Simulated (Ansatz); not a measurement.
Ligand exchange: CHBr2Cl + BH3 → CH2BrCl + BH2Br

Species: CHBr2Cl `ClC(Br)Br`, singlet; BH3 (borane) `B`, singlet; CH2BrCl (bromochloromethane) `ClCBr`, singlet; BH2Br `BBr`, singlet. The partners trade Br for H: C–Br and B–H bonds give way to C–H and B–Br.

Shapes, held fixed at every level: PBE0-D4/def2-TZVP. Programs: Ansatz 0.2.0. The zero-point and thermal change to 298 K, harmonic and unscaled (PBE0-D4/def2-TZVP), is +9.3 kJ/mol.

| level | kind | ΔH(298 K) (kJ/mol) | less CCSD(T)/def2-TZVPP |
| --- | --- | --- | --- |
| HF/def2-SVP | Hartree–Fock | -186.7 | -22.7 |
| SPW92/def2-TZVPP | LDA | -166.7 | -2.7 |
| PBE0-D4/def2-TZVPP | global hybrid | -166.8 | -2.8 |
| r2SCAN0-D4/def2-TZVPP | global hybrid | -171.2 | -7.2 |
| B2PLYP/def2-TZVPP | double hybrid | -165.1 | -1.1 |
| CCSD/def2-SVP | coupled cluster or CI | -175.9 | -11.9 |
| CCSD/def2-TZVPP | coupled cluster or CI | -166.7 | -2.7 |
| CCSD(T)/def2-TZVPP | coupled cluster or CI | -164.0 | 0.0 |

The highest level, CCSD(T)/def2-TZVPP, gives ΔH(298 K) = -164.0 kJ/mol; the levels span -186.7 to -164.0. The column of differences is taken from that level and isn't an error. No measured value is set beside it here. Relativity is left out for Br. Outer-core shells of Br are correlated, in sets that cover them unevenly.

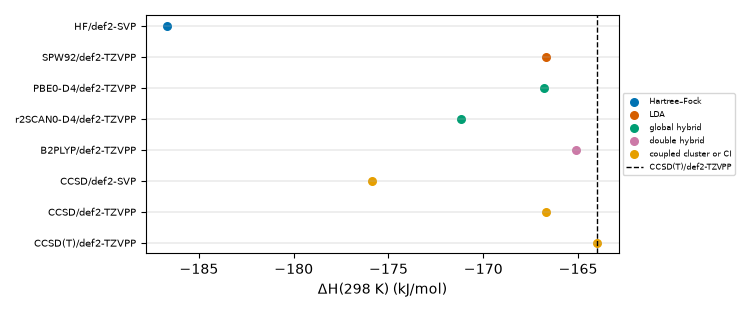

The values of the table, level by level.
